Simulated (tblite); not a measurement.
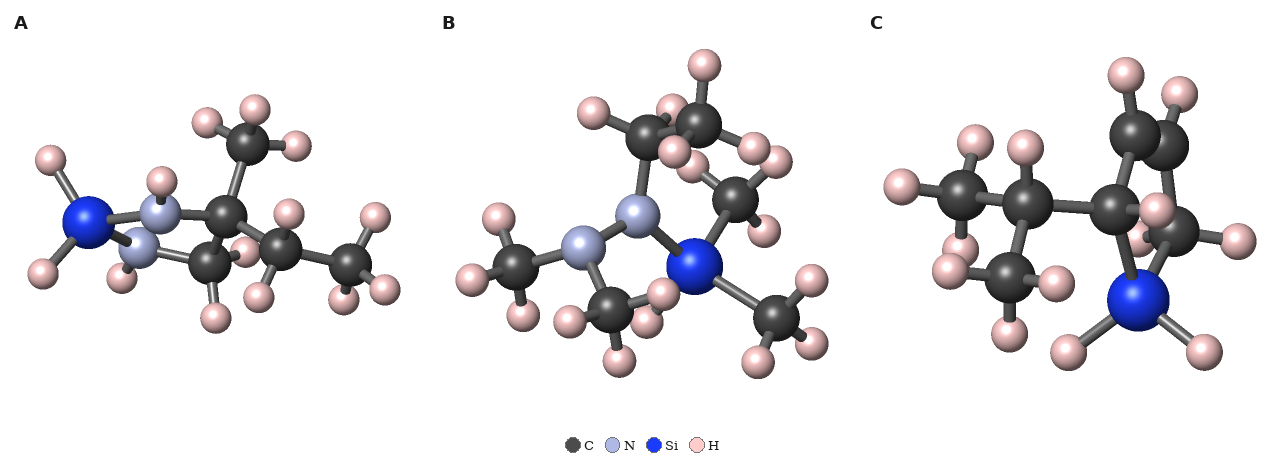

Figure made from data computed with tblite.

**Which panel belongs to which SMILES?**
(1) CC(C)[C@@H]1C=CC[SiH2]1
(2) CC[C@@]1(C)CN[SiH2]N1
(3) CCN(N(C)C)[SiH](C)C

A is (2), B is (3), C is (1).
